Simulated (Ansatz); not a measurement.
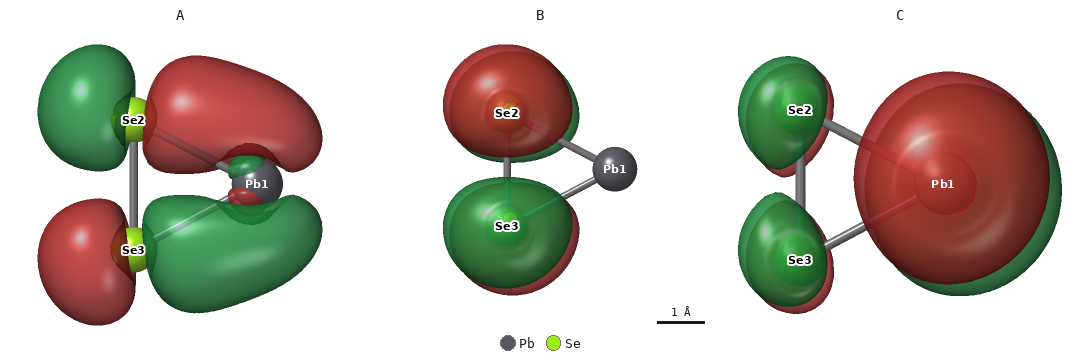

*PbSe2. Three frontier orbitals at ±0.08 Å⁻³ᐟ² (green and red are the two phases), in no order.*

Geometry: r2SCAN-D4/def2-TZVP; core potentials replace the inner electrons of Pb.

Level of theory: RKS PBE0-D4/def2-TZVP (Ansatz 0.2.0).

Which picture is the HOMO−1, the HOMO and the LUMO?

Answer. A is the HOMO−1 (−7.06 eV). Its weight (Hirshfeld) is mainly on Se2 (about 35 %), Se3 (about 35 %) and Pb1 (about 30 %); it is symmetric in the molecular plane (an in-plane orbital: σ, lone-pair or in-plane π type). B is the HOMO (−5.64 eV). By Hirshfeld shares it lies mainly on Se2 (about 45 %) and Se3 (about 45 %); it changes sign across the molecular plane (π type); π-antibonding (a node) across Se2–Se3. C is the LUMO (−2.84 eV). It lies mainly on Pb1 (about 80 %), Se2 (about 10 %) and Se3 (about 10 %); it changes sign across the molecular plane (π type).

What is the HOMO–LUMO gap?

Answer. 2.80 eV between the orbital energies.
